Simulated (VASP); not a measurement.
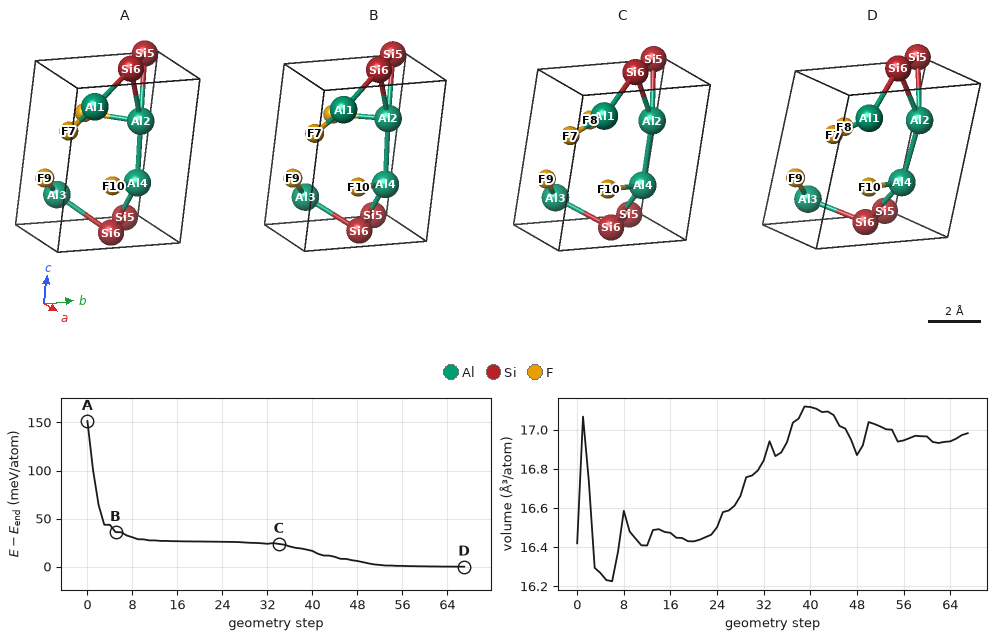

Frames of a relaxation of solid Al$_{2}$SiF$_{2}$ (a generated structure, set up in P1), marked on the history of the run. A ball-and-stick model of the cell of the calculation, seen slightly off an axis.

The run lets cell and atoms move.

Level of theory: Kohn-Sham DFT of a periodic cell, PBE, VASP PAW PBE potentials, recommended (VASP 6.6.1).

Input file:
```
PREC     = Normal         # precision mode
ENCUT    = 520            # plane-wave cutoff, eV
EDIFF    = 1E-5           # SCF threshold, eV
ISMEAR   = 0              # smearing method
SIGMA    = 0.15           # smearing width, eV
LREAL    = Auto         
LASPH    = True           # aspherical terms in the spheres
NELM     = 80             # most SCF steps
ALGO     = Fast           # electronic algorithm
ISIF     = 3              # what is computed and relaxed
LWAVE    = False          # write WAVECAR
LCHARG   = False          # write CHGCAR
GGA      = PE             # functional
IBRION   = 2              # ionic algorithm
NSW      = 110            # ionic steps
EDIFFG   = -0.03          # ionic threshold
ISYM     = 0            
KPAR     = 2
```

Launched with:
```bash
cat potpaw_PBE.64/Al/POTCAR potpaw_PBE.64/Si/POTCAR potpaw_PBE.64/F/POTCAR > POTCAR
mpirun -np 2 vasp_std > vasp.out
```

Question: What happens along the run?

Answer: After 67 geometry steps the energy has fallen by 151 meV per atom. Largest force component: 4 eV/Å at the start, 0.026 eV/Å at the end. The pressure goes from 2.74 to −0.06 GPa. The largest moves relative to the cell, 0.58 Å, are those of Al2 and F8. Al2 goes along [2 2 1]. By element the largest moves are Al 0.58 Å, F 0.57 Å, Si 0.33 Å. The volume changes by +3.4 %, with a 4.706 → 5.033 Å (+6.9 %), b 4.946 → 5.215 Å (+5.4 %), c 7.412 → 7.230 Å (−2.5 %), α 88.7° → 82.2°, β 72.5° → 66.5°, γ 86.3° → 77.9°. Some distances before and after: Al2–F8 2.294 → 3.327 Å, Si5–Si6 2.914 → 3.600 Å, Al3–F9 1.568 → 1.788 Å, Al2–Al4 2.465 → 2.672 Å. Among the angles between lasting bonds that change: Al3–Si6–Al4 85.9° → 113.6°, Al2–Al4–Si5 143.3° → 118.9°, Si5–Al4–Si6 66.3° → 88.8°. The space group stays P1 (No. 1). From step 0 to 5: Al2 moves most (0.15 Å), volume −1.1 %, energy −116 meV per atom. From step 5 to 34: F10 moves most (0.33 Å), volume +3.9 %, energy −12.3 meV per atom. From step 34 to 67: F8 moves most (0.34 Å), volume +0.7 %, energy −23.7 meV per atom.

```
step  E − E(0), meV/atom  largest force component, eV/Å  pressure, GPa  volume, Å³/atom
   0                0.00                         3.9974           2.74           16.420
   1              -50.90                         1.1633          -2.96           17.067
   2              -87.56                         1.1817          -2.21           16.737
   3             -107.85                         0.5230           0.17           16.295
   4             -107.92                         0.5675           0.34           16.268
   5             -115.51                         0.4348           0.65           16.232
   6             -115.67                         0.4602           0.72           16.226
   7             -119.02                         0.2577           0.10           16.376
   8             -120.87                         0.2649          -0.75           16.586
   9             -122.95                         0.1741          -0.11           16.480
  10             -123.06                         0.2575           0.17           16.444
  13             -124.65                         0.1043          -0.09           16.488
  16             -124.97                         0.0879          -0.05           16.473
  19             -125.26                         0.0410           0.06           16.431
  22             -125.43                         0.0751           0.15           16.451
  25             -125.66                         0.0998          -0.22           16.579
  28             -126.31                         0.1340          -0.29           16.661
  31             -127.13                         0.2124          -0.17           16.792
  34             -127.78                         0.2940          -0.01           16.865
  37             -131.86                         0.6324           0.19           17.036
  40             -135.07                         0.5902          -0.11           17.116
  43             -139.95                         0.4490          -0.21           17.093
  46             -143.39                         0.3626          -0.30           17.006
  49             -146.79                         0.1702           0.24           16.920
  52             -149.65                         0.1635          -0.03           17.017
  55             -150.61                         0.1102           0.12           16.939
  58             -150.94                         0.1261          -0.05           16.969
  61             -151.25                         0.0729           0.06           16.938
  64             -151.37                         0.0369           0.06           16.941
  67             -151.46                         0.0257          -0.06           16.982
```
